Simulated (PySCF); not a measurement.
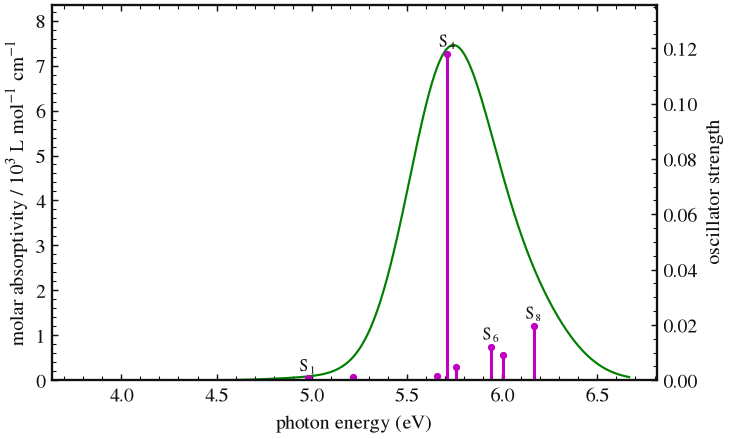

Vertical TDDFT excitations, B3LYP/def2-SVPD in PySCF, at a GFN2-xTB geometry (no frequency check), gas phase. Only the first 8 singlet excitations are included; each is broadened by a Gaussian of 1/e half-width 0.30 eV. Sticks give oscillator strengths (right axis).

### Which molecule gives this spectrum?
A. C₅H₉NOSi, SMILES Cn1ccc(O[SiH3])c1
B. C₄H₁₀BFS, SMILES F[BH2-][S+]1CCCC1
C. C₄H₄O₂Si, SMILES O=CC1=C[SiH2]C1=O

Option A. Its lowest singlet lies at 4.98 eV (f = 0.001) and the brightest of those computed is S4 at 5.71 eV (217 nm), f = 0.118, mainly HOMO → LUMO+2 (88 %) (S3 and S5 lie within 0.06 eV, too close to order).

Caveats: states above the negative HOMO energy depend on the basis; the tight-binding geometry is rougher than a DFT one and adds to the error; one conformer of a flexible molecule; core orbitals are frozen in the response.
